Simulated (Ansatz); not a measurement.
Fields on a plane of CsPbCl3 (cubic perovskite)

```yaml
crystal:
  lattice:
    - [5.67350, 0.00000, 0.00000]
    - [0.00000, 5.67350, 0.00000]
    - [0.00000, 0.00000, 5.67350]
  atoms:
    - { symbol: Cs, position: [0.00000, 0.00000, 0.00000] }
    - { symbol: Pb, position: [0.50000, 0.50000, 0.50000] }
    - { symbol: Cl, position: [0.00000, 0.50000, 0.50000] }
    - { symbol: Cl, position: [0.50000, 0.50000, 0.00000] }
    - { symbol: Cl, position: [0.50000, 0.00000, 0.50000] }
```

The slice is a {100} plane (indices of the conventional cell) through the point (0.000, 0.500, 0.500) (fractional), spanned by u = [100] and v = [010] in vectors of this cell: u (5.67 Å) and v (5.67 Å, at 90° to u). It covers one period; positions are fractions (u, v).

Atoms on it: Pb at (0.50, 0.00); Cl at (0.00, 0.00); Cl at (0.50, 0.50).

All values below come from r2SCAN (plane waves to 500 eV, PAW, scalar-relativistic; Ansatz, a program for electronic structure). k mesh 6×6×6. These are valence fields of a PAW run, semicore shells included where kept as valence: close to a nucleus they are smooth pseudo fields. CsPbCl3 was relaxed with its symmetry unable to fall. Spin-orbit coupling is left out, though Pb is heavy. This is a high-temperature form of CsPbCl3.

```
|xx9961353xxx3531699x|
|99995124432344215999|
|99983113454543113899|
|99851001233321001589|
|77520001112111000257|
|43100013566653100013|
|00000258999998520000|
|00001589999999851000|
|000037999xxx99973000|
|000047999xxx99974000|
|000037999xxx99973000|
|00001589999999851000|
|00000258999998520000|
|43100013566653100013|
|77520001112111000257|
|99851001233321001589|
|99983113454543113899|
|99995124432344215999|
|xx9961353xxx3531699x|
|xx9962342xxx2432699x|
```
Scale: ten equal steps from 0.00 (start of '0') to 0.88 (end of '9'), in the order '0123456789'. Values: electron localisation function (ELF). The map has 20 points along u (one character each, u = 0 at the left) and 20 along v (v = 0 in the bottom row). Points within 0.5 Å of a nucleus are blanked (x), as the pseudised field means little there.

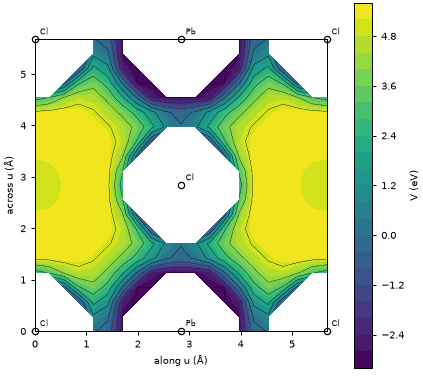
Figure: Electrostatic potential energy of an electron, from the cell's mean, in eV, one period of the plane, atoms marked. Points within 1 Å of a nucleus are left white, as the pseudised field means little there. Values under -3 eV are set to -3. The zero, the cell's mean, hangs on the PAW cores.
